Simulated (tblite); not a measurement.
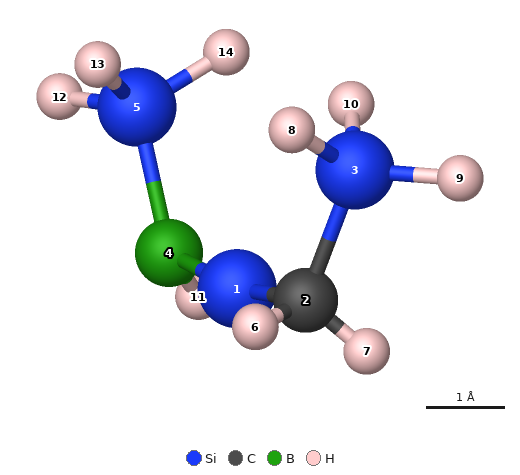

Fig. 1: The starting structure (ball-and-stick view, seen at a tilt; atoms are numbered from 1 in the order of the input).

## Run report: CH₉BSi₃, geometry relaxation (part 1 of 2)

CH₉BSi₃, computed with GFN2-xTB geometry optimisation, gas phase (tblite 0.8.0).

**The input**
```
{"job": {"kind": "relax", "xc": "GFN2-xTB", "basis": "xTB"}, "charge": 0, "multiplicity": 1}
Si    -1.204655    -0.992745    -1.844735
C     -2.341728     0.431134    -2.087786
Si    -2.485539     1.362070    -0.484799
B      0.038830    -2.402024    -1.298858
Si     1.060873    -2.059626     0.312851
H     -1.964204     1.061151    -2.811517
H     -3.265489     0.086114    -2.377887
H     -1.733323     2.552200    -0.573855
H     -3.856471     1.652838    -0.220411
H     -1.982761     0.536025     0.555484
H     -0.341094    -3.473246    -1.431871
H      2.196264    -2.897270     0.345842
H      1.504034    -0.688814     0.308623
H      0.271298    -2.279373     1.450695
```

The first line tells a small driver script what to run in tblite; the rest is the geometry in Å.

Hardware: 1 CPU thread, shared host.

Command:
```bash
OMP_NUM_THREADS=1 python <driver script> task.json out
```

**What the program printed**
```
step      E/eV     max force
  0    -354.20805    4.595
  1    -354.78299    1.209
  2    -354.90434    1.208
  3    -354.95471    0.581
  4    -354.99406    0.656
  5    -355.02198    0.581
  6    -355.05480    0.412
  7    -355.07857    0.385
  8    -355.09834    0.355
  9    -355.11214    0.358
 10    -355.12366    0.338
 11    -355.13369    0.207
 12    -355.14122    0.286
 13    -355.14703    0.288
 14    -355.15262    0.236
 15    -355.15832    0.231
 16    -355.16361    0.199
 17    -355.16765    0.148
 18    -355.17023    0.134
 19    -355.17207    0.111
 20    -355.17380    0.106
 21    -355.17529    0.122
 22    -355.17645    0.096
 23    -355.17735    0.101
 24    -355.17805    0.079
 25    -355.17858    0.062
 26    -355.17890    0.043
 27    -355.17910    0.048
 28    -355.17929    0.043
 29    -355.17957    0.052
 30    -355.17986    0.048
 31    -355.18015    0.048
 32    -355.18050    0.070
 33    -355.18096    0.079
 34    -355.18147    0.065
 35    -355.18190    0.061
 36    -355.18224    0.048
 37    -355.18267    0.077
 38    -355.18343    0.114
 39    -355.18467    0.145
 40    -355.18614    0.131
 41    -355.18736    0.078
 42    -355.18806    0.060
 43    -355.18864    0.079
 44    -355.18978    0.128
 45    -355.19160    0.139
 46    -355.19342    0.094
 47    -355.19412    0.083
 48    -355.19477    0.142
 49    -355.19563    0.085
 50    -355.19702    0.064
 51    -355.19847    0.094
 52    -355.20020    0.107
 53    -355.20167    0.116
 54    -355.20315    0.076
 55    -355.20450    0.069
 56    -355.20537    0.063
 57    -355.20551    0.092
 58    -355.20627    0.068
 59    -355.20669    0.055
 60    -355.20804    0.060
 61    -355.20904    0.066
 62    -355.21030    0.075
 63    -355.21110    0.064
 64    -355.21174    0.045
 65    -355.21215    0.053
 66    -355.21273    0.067
 67    -355.21346    0.090
 68    -355.21417    0.087
 69    -355.21468    0.053
 70    -355.21508    0.042
 71    -355.21546    0.048
 72    -355.21592    0.059
 73    -355.21651    0.070
 74    -355.21729    0.058
 75    -355.21826    0.050
 76    -355.21924    0.066
 77    -355.21993    0.056
 78    -355.22035    0.069
 79    -355.22075    0.048
 80    -355.22117    0.045
 81    -355.22164    0.061
 82    -355.22228    0.077
 83    -355.22300    0.072
 84    -355.22378    0.070
 85    -355.22464    0.083
 86    -355.22546    0.074
 87    -355.22619    0.074
 88    -355.22687    0.120
 89    -355.22829    0.127
 90    -355.23008    0.114
 91    -355.23354    0.228
 92    -355.23342    0.224
 93    -355.23558    0.053
 94    -355.23624    0.082
 95    -355.23685    0.099
 96    -355.23825    0.082
 97    -355.23904    0.097
 98    -355.23987    0.074
 99    -355.24187    0.071
100    -355.24270    0.075
101    -355.24374    0.100
102    -355.24449    0.073
103    -355.24513    0.100
104    -355.24597    0.075
105    -355.24674    0.068
106    -355.24738    0.064
107    -355.24796    0.059
108    -355.24844    0.054
109    -355.24874    0.048
110    -355.24893    0.037
111    -355.24906    0.031
112    -355.24920    0.020
113    -355.24929    0.028
114    -355.24941    0.025
115    -355.24952    0.021
116    -355.24961    0.019
117    -355.24969    0.014
118    -355.24972    0.013
119    -355.24975    0.011
120    -355.24979    0.016
121    -355.24985    0.019
122    -355.24991    0.016
123    -355.24997    0.017
124    -355.25001    0.017
125    -355.25006    0.021
126    -355.25012    0.021
127    -355.25018    0.018
128    -355.25023    0.016
129    -355.25027    0.015
130    -355.25032    0.015
131    -355.25037    0.015
132    -355.25041    0.017
133    -355.25045    0.017
134    -355.25051    0.023
135    -355.25063    0.033
136    -355.25086    0.041
137    -355.25116    0.048
138    -355.25144    0.052
139    -355.25165    0.033
140    -355.25182    0.033
141    -355.25195    0.036
142    -355.25216    0.041
143    -355.25231    0.034
144    -355.25241    0.021
145    -355.25246    0.013
146    -355.25249    0.011
147    -355.25251    0.008
```

**Trajectory as extended XYZ (Å, eV, eV/Å), 26 frames, from step=0 to step=147**
```
14
Properties=species:S:1:pos:R:3:forces:R:3 step=0 energy=-354.20805
Si   -1.2047   -0.9927   -1.8447    2.6620  -3.5620   1.1580
C    -2.3417    0.4311   -2.0878    0.8130  -0.0630   0.9370
Si   -2.4855    1.3621   -0.4848   -0.3830   0.0580   0.4230
B     0.0388   -2.4020   -1.2989   -2.1300   2.4740  -0.5700
Si    1.0609   -2.0596    0.3129   -0.3740   0.4200  -1.8850
H    -1.9642    1.0612   -2.8115    0.6110   1.5550  -1.8240
H    -3.2655    0.0861   -2.3779   -2.2100  -0.7220  -0.7940
H    -1.7333    2.5522   -0.5739    0.6510   1.0490  -0.0570
H    -3.8565    1.6528   -0.2204   -0.8170   0.2450   0.1440
H    -1.9828    0.5360    0.5555    0.3740  -0.5020   0.8030
H    -0.3411   -3.4732   -1.4319   -0.1020  -0.7980  -0.6460
H     2.1963   -2.8973    0.3458    1.2140  -0.7170   0.3990
H     1.5040   -0.6888    0.3086    0.3610   0.7550   0.3300
H     0.2713   -2.2794    1.4507   -0.6690  -0.1910   1.5810
14
Properties=species:S:1:pos:R:3:forces:R:3 step=6 energy=-355.05480
Si   -1.1968   -1.0796   -1.8322    0.1730  -0.3140   0.0470
C    -2.3191    0.4228   -2.1197   -0.0260   0.1650   0.3760
Si   -2.4931    1.3824   -0.4435   -0.0410   0.0150  -0.0990
B    -0.0834   -2.4200   -1.2895   -0.2830   0.1680   0.1320
Si    1.0573   -2.0511    0.2517   -0.0080   0.0080   0.1300
H    -1.9609    1.1000   -2.8988   -0.0240  -0.0330  -0.0510
H    -3.3040    0.0634   -2.4228   -0.0440   0.0600  -0.0840
H    -1.6962    2.6256   -0.5651   -0.1890  -0.2370   0.0910
H    -3.9276    1.6853   -0.2038    0.3710  -0.0240  -0.0300
H    -1.9564    0.5135    0.6335   -0.1370   0.2710  -0.2020
H    -0.3224   -3.5362   -1.5542    0.0930  -0.0910  -0.3250
H     2.2622   -2.9126    0.3993   -0.0910   0.1870   0.0630
H     1.5431   -0.6324    0.3605   -0.0560  -0.2670   0.0240
H     0.2935   -2.2726    1.5263    0.2630   0.0910  -0.0720
14
Properties=species:S:1:pos:R:3:forces:R:3 step=12 energy=-355.14122
Si   -1.2102   -1.1066   -1.8397    0.0300   0.0460  -0.0460
C    -2.3203    0.4166   -2.1077   -0.1040   0.0290  -0.0420
Si   -2.4948    1.3893   -0.4625    0.0170  -0.0050  -0.0610
B    -0.1730   -2.4719   -1.2314   -0.0130   0.0210  -0.0120
Si    1.0380   -2.0663    0.2482    0.0260  -0.0880   0.2710
H    -1.9651    1.0824   -2.9021    0.1000  -0.0450   0.0630
H    -3.3081    0.0843   -2.4385   -0.0520  -0.0300   0.0560
H    -1.7172    2.6192   -0.5377    0.0720   0.1190  -0.0480
H    -3.8934    1.7038   -0.1991   -0.1400   0.0420  -0.0190
H    -1.9767    0.5692    0.6265    0.0530  -0.0850   0.0930
H    -0.2706   -3.5477   -1.6951    0.0860  -0.0090  -0.0880
H     2.2697   -2.8665    0.4343   -0.0250  -0.0040  -0.0930
H     1.5444   -0.6731    0.3800   -0.0650   0.0060  -0.1410
H     0.3733   -2.2442    1.5666    0.0150   0.0010   0.0690
14
Properties=species:S:1:pos:R:3:forces:R:3 step=18 energy=-355.17023
Si   -1.1914   -1.1013   -1.8508   -0.0470   0.0460   0.0510
C    -2.3390    0.4069   -2.0977    0.0800  -0.0390   0.0040
Si   -2.4958    1.4021   -0.4644    0.0090  -0.0130   0.0080
B    -0.1980   -2.4849   -1.2022   -0.0040  -0.0400  -0.0110
Si    1.0123   -2.0959    0.2959   -0.0240  -0.0050  -0.0910
H    -1.9367    1.0606   -2.8801   -0.1260  -0.0120   0.0000
H    -3.3346    0.0862   -2.4262    0.1320   0.0250   0.0050
H    -1.7126    2.6363   -0.5500   -0.0020  -0.0110  -0.0350
H    -3.9020    1.7203   -0.2138   -0.0250   0.0250  -0.0110
H    -1.9763    0.5768    0.6287    0.0070   0.0050   0.0210
H    -0.2063   -3.5211   -1.7675    0.0610   0.0460   0.0140
H     2.2703   -2.8640    0.4082   -0.0410  -0.0550   0.0050
H     1.5078   -0.6943    0.3231   -0.0510   0.0500  -0.0090
H     0.3984   -2.2391    1.6386    0.0320  -0.0220   0.0500
14
Properties=species:S:1:pos:R:3:forces:R:3 step=24 energy=-355.17805
Si   -1.1883   -1.0989   -1.8363    0.0150   0.0090  -0.0100
C    -2.3282    0.4051   -2.0882   -0.0240   0.0220  -0.0090
Si   -2.4967    1.4050   -0.4612   -0.0010   0.0280   0.0320
B    -0.2085   -2.4939   -1.1955    0.0390  -0.0080   0.0190
Si    0.9982   -2.1035    0.3025   -0.0060   0.0240  -0.0560
H    -1.9547    1.0598   -2.8804    0.0300   0.0320  -0.0150
H    -3.3179    0.0815   -2.4179   -0.0420  -0.0630   0.0250
H    -1.7121    2.6377   -0.5664   -0.0060  -0.0170  -0.0060
H    -3.9063    1.7331   -0.2239    0.0370  -0.0030  -0.0050
H    -1.9755    0.5835    0.6372   -0.0240   0.0370  -0.0100
H    -0.1651   -3.5064   -1.7938    0.0080  -0.0240  -0.0100
H     2.2516   -2.8795    0.3995   -0.0040  -0.0200  -0.0010
H     1.4747   -0.6917    0.3020   -0.0220  -0.0060   0.0270
H     0.4248   -2.2434    1.6641   -0.0020  -0.0090   0.0200
14
Properties=species:S:1:pos:R:3:forces:R:3 step=30 energy=-355.17986
Si   -1.1815   -1.0934   -1.8371    0.0350  -0.0290  -0.0160
C    -2.3296    0.4059   -2.0874    0.0070  -0.0140   0.0190
Si   -2.4956    1.4091   -0.4620   -0.0080   0.0100   0.0020
B    -0.2041   -2.4944   -1.2019    0.0110   0.0160   0.0100
Si    0.9965   -2.1033    0.2986   -0.0110   0.0010   0.0440
H    -1.9595    1.0637   -2.8800   -0.0270  -0.0100  -0.0120
H    -3.3178    0.0641   -2.4065   -0.0070   0.0030   0.0000
H    -1.7093    2.6379   -0.5732    0.0130   0.0130  -0.0070
H    -3.9026    1.7378   -0.2259   -0.0100   0.0150  -0.0020
H    -1.9816    0.5950    0.6420    0.0010   0.0060   0.0150
H    -0.1548   -3.5090   -1.7974   -0.0060   0.0060  -0.0150
H     2.2448   -2.8894    0.3957   -0.0010   0.0170  -0.0080
H     1.4616   -0.6871    0.3094   -0.0010  -0.0260   0.0160
H     0.4296   -2.2484    1.6674    0.0040  -0.0080  -0.0450
14
Properties=species:S:1:pos:R:3:forces:R:3 step=36 energy=-355.18224
Si   -1.1518   -1.0878   -1.8574   -0.0130   0.0340   0.0270
C    -2.3307    0.3950   -2.0761   -0.0050   0.0170  -0.0110
Si   -2.4947    1.4231   -0.4632    0.0030  -0.0250  -0.0180
B    -0.1923   -2.4961   -1.2102   -0.0390   0.0090  -0.0090
Si    0.9915   -2.1090    0.3023    0.0120  -0.0150   0.0070
H    -1.9902    1.0535   -2.8815   -0.0050   0.0050  -0.0090
H    -3.3177    0.0357   -2.3819    0.0000  -0.0110   0.0400
H    -1.6962    2.6453   -0.5899   -0.0150  -0.0210  -0.0090
H    -3.9019    1.7600   -0.2320    0.0130   0.0220  -0.0220
H    -1.9946    0.6252    0.6587    0.0120  -0.0070   0.0000
H    -0.1374   -3.5047   -1.8159    0.0170   0.0040   0.0000
H     2.2405   -2.8934    0.3843    0.0270   0.0190   0.0110
H     1.4419   -0.6912    0.3374    0.0220   0.0060  -0.0070
H     0.4295   -2.2672    1.6672   -0.0290  -0.0380   0.0010
14
Properties=species:S:1:pos:R:3:forces:R:3 step=42 energy=-355.18806
Si   -1.0824   -1.0453   -1.8838   -0.0210   0.0120   0.0070
C    -2.3375    0.3792   -2.0569   -0.0270  -0.0120   0.0030
Si   -2.4907    1.4419   -0.4702    0.0180   0.0410   0.0070
B    -0.1824   -2.4888   -1.2235    0.0160   0.0180   0.0310
Si    0.9851   -2.1319    0.3127    0.0130   0.0070  -0.0270
H    -2.0831    1.0318   -2.8987   -0.0310  -0.0100   0.0260
H    -3.3202   -0.0434   -2.2835   -0.0090  -0.0200  -0.0280
H    -1.6742    2.6427   -0.6439    0.0500   0.0310   0.0040
H    -3.8876    1.8386   -0.2729    0.0000  -0.0180  -0.0070
H    -2.0145    0.6909    0.6944   -0.0100  -0.0310  -0.0490
H    -0.0847   -3.4788   -1.8558   -0.0080   0.0260  -0.0070
H     2.2586   -2.8790    0.3663    0.0000  -0.0070   0.0410
H     1.4154   -0.7092    0.4020   -0.0160  -0.0050   0.0050
H     0.3942   -2.3603    1.6556    0.0260  -0.0330  -0.0060
14
Properties=species:S:1:pos:R:3:forces:R:3 step=48 energy=-355.19477
Si   -0.9975   -0.9668   -1.9108    0.0330  -0.0620   0.0170
C    -2.3713    0.3489   -2.0222    0.0320  -0.0020   0.0410
Si   -2.4720    1.4937   -0.4941   -0.0420  -0.0140   0.0130
B    -0.1591   -2.4500   -1.2370    0.0040   0.0620  -0.0720
Si    0.9895   -2.1632    0.3223   -0.0500  -0.0070   0.0620
H    -2.2544    0.9842   -2.9001    0.0320   0.0250  -0.1360
H    -3.3226   -0.1699   -2.1514   -0.0960  -0.0080   0.0330
H    -1.6022    2.6524   -0.7182    0.0110  -0.0450   0.0200
H    -3.8590    1.9421   -0.3409    0.0100   0.0270   0.0140
H    -2.0504    0.7599    0.7007    0.0180  -0.0040  -0.0210
H    -0.0207   -3.4113   -1.9064   -0.0290   0.0200  -0.0230
H     2.2867   -2.8624    0.3759    0.0390  -0.0350  -0.0050
H     1.3654   -0.7375    0.5063   -0.0170   0.0200   0.0440
H     0.3635   -2.5318    1.6177    0.0560   0.0210   0.0150
14
Properties=species:S:1:pos:R:3:forces:R:3 step=54 energy=-355.20315
Si   -0.9805   -0.9287   -1.9108   -0.0220   0.0060   0.0400
C    -2.4015    0.3380   -2.0203   -0.0270   0.0050  -0.0590
Si   -2.4709    1.5159   -0.5165    0.0140  -0.0240  -0.0360
B    -0.1373   -2.4150   -1.2512    0.0380   0.0230   0.0230
Si    0.9902   -2.1853    0.3403    0.0320   0.0100  -0.0080
H    -2.3344    0.9362   -2.9353   -0.0320  -0.0370   0.0390
H    -3.3481   -0.2106   -2.0767    0.0340   0.0460  -0.0230
H    -1.5487    2.6327   -0.7343   -0.0030  -0.0090  -0.0160
H    -3.8429    2.0093   -0.3685    0.0250   0.0260   0.0180
H    -2.0555    0.7725    0.6724   -0.0120  -0.0200   0.0400
H    -0.0026   -3.3472   -1.9605    0.0260  -0.0320   0.0030
H     2.3082   -2.8570    0.3969   -0.0270   0.0120  -0.0700
H     1.3265   -0.7554    0.5796   -0.0140  -0.0120   0.0350
H     0.3935   -2.6170    1.6267   -0.0340   0.0070   0.0160
14
Properties=species:S:1:pos:R:3:forces:R:3 step=60 energy=-355.20804
Si   -0.9512   -0.8934   -1.9132   -0.0410   0.0010   0.0020
C    -2.4190    0.3221   -2.0131    0.0060  -0.0190   0.0500
Si   -2.4642    1.5288   -0.5334    0.0310   0.0130  -0.0060
B    -0.1129   -2.3893   -1.2646    0.0080   0.0140   0.0420
Si    0.9859   -2.1992    0.3520   -0.0040   0.0290  -0.0090
H    -2.4174    0.8926   -2.9438    0.0290   0.0240  -0.0230
H    -3.3472   -0.2537   -2.0117   -0.0460  -0.0340  -0.0180
H    -1.5155    2.6168   -0.7745    0.0300   0.0020  -0.0160
H    -3.8143    2.0764   -0.3916   -0.0180   0.0130   0.0040
H    -2.0775    0.8070    0.6797   -0.0070  -0.0250   0.0020
H     0.0421   -3.3082   -1.9882    0.0250  -0.0120  -0.0020
H     2.3129   -2.8521    0.3690   -0.0090   0.0180  -0.0250
H     1.2862   -0.7740    0.6553    0.0070  -0.0120   0.0200
H     0.3881   -2.6854    1.6199   -0.0110  -0.0130  -0.0210
```
